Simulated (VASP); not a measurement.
Band structure of Si (diamond). All values below come from vdW-DF-cx, VASP's PBE PAW potentials (set 64) (plane waves; VASP 6.6.1).

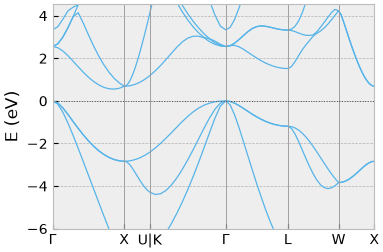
*Bands along high-symmetry lines, zero at the valence-band maximum or, without a gap, the Fermi level*

Question: Read the plot: is there a gap, and where are the band edges?

Answer: The gap is indirect, 0.55 eV, from the valence maximum at Γ to the conduction minimum at Γ-X at 0.86. (Edges off the drawn lines would not show.)

Measured: gap 1.23 eV (computed value off by -0.68 eV), as given by Wei Chen et al., Physical Review Materials (2018), doi:10.1103/physrevmaterials.2.073803 [zero-point renormalisation of 0.06 eV added back (the table's ZPR column)].

The compound is Si in the diamond structure. It was relaxed first.
